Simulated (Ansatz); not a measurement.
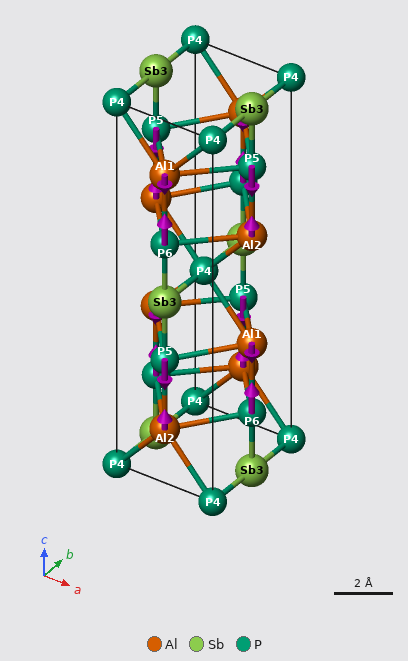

A relaxation of crystalline Al2SbP3 (built on the Ca2CuO3-71 type type). The starting structure is drawn; purple arrows show the displacements (the part carried along by the change of the cell is left out), magnified 5 times.

The picture is a ball-and-stick view of the conventional cell (2 times the calculation's cell), seen from a free direction. Lengths and directions refer to the drawn axes.

These are results of DFT, PBEsol, plane waves, PAW in Ansatz 0.2.0, not measurements. (plane-wave cutoff 420 eV; k-point mesh 8 × 8 × 8; occupations fermi dirac; smearing width 0.03 eV; no spin polarisation; cell and atoms relaxed; force threshold 0.01 eV/Å; at most 120 steps)

Q: What did the optimiser do to the structure, and how much energy did it gain?

A: The largest moves relative to the cell, 0.26 Å, are those of P5 and P6. P5 goes along −c. By element the largest moves are P 0.26 Å, Al 0.17 Å. Sb stays in place. The volume changes by −26.8 %, with a 4.069 → 2.744 Å (−32.6 %), b 4.735 → 5.126 Å (+8.3 %), c 15.169 → 15.202 Å (+0.2 %). Among the contacts that change: Sb3–Sb3 4.069 → 2.744 Å, P4–P4 4.069 → 2.744 Å, Al1–P6 2.895 → 2.476 Å, Sb3–P5 2.427 → 2.689 Å. The space group stays Immm (No. 71). After 14 accepted moves (16 points after the start) the energy has fallen by 3.684 eV per cell of the calculation. Largest force component: 1.9 eV/Å at the start, 0.00084 eV/Å at the end. Pressure: −4.17 GPa at the start and 0.00 GPa at the end. At 2 points the geometry stayed and the basis and grid were re-selected for the new cell (energy shift of 0.4 meV per cell of the calculation at most each time). The run took 2.6 min on 2 threads of Arm Neoverse V1, on a shared host, peak memory 0.6 GiB.
